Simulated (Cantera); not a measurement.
Feed: 1 mol SiC, 0.0041 mol Si, 1.3 mol H2, 0.38 mol C, held at 7.00 Pa.

These are equilibrium values from Cantera (NASA tables, ideal gas, pure condensed phases), not measurements of a reactor. Candidate condensed phases: C, C6H6, C7H8, C8H18, Si, SiC; 87 gas species. Rates play no part.

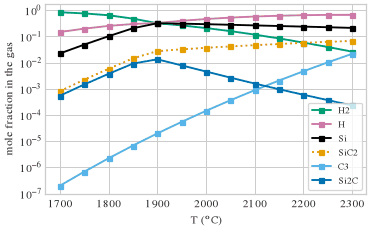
Equilibrium gas composition (values under 1e-9 drawn at 1e-9)

From 1700 °C to 1850 °C the condensed part is C(graphite) + SiC(s). From 1900 °C to 2300 °C the condensed part is C(graphite). The main Si-bearing gas is Si throughout.
